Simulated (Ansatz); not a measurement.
Al₃AsN₂ (space group I-4m2, No. 119). Coordinates: the end point of a relaxation with DFT, PBE, plane waves, PAW in Ansatz; the starting structure was generated, so it need not be a known form of this composition.

```
N Al As
1.0
     3.44490    0.00000    0.00000
     0.00000    3.44490    0.00000
     0.00000    0.00000   14.15038
N Al As
4 6 2
Direct
  0.00000 0.00000 0.18419
  0.50000 0.50000 0.31581
  0.50000 0.50000 0.68419
  0.00000 0.00000 0.81581
  0.00000 0.50000 0.25000
  0.50000 0.00000 0.38564
  0.50000 0.00000 0.11436
  0.50000 0.00000 0.75000
  0.00000 0.50000 0.88564
  0.00000 0.50000 0.61436
  0.50000 0.50000 0.00000
  0.00000 0.00000 0.50000
```

Bonds are taken as Al–As below 2.7 Å and Al–N below 2.2 Å. Atoms with one bond or none are removed and atoms with two bonds are replaced by edges, until no such atom is left.

What net does this leave?

The result is a uninodal 4-connected, three-periodic net: N, Al and As are 4-connected nodes. It is the dia net, known from diamond, zinc blende and cristobalite. It is a single net, without interpenetration.

```csv
node,links,point symbol,coordination sequence
"N, Al and As",4,6⁶,4 12 24 42 64
```

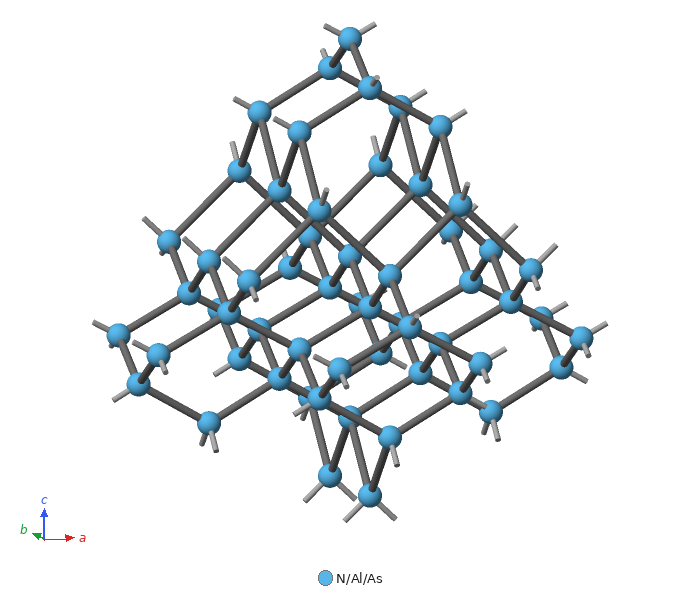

Nodes are coloured by topological kind. Short stubs are edges that leave the cut-out.
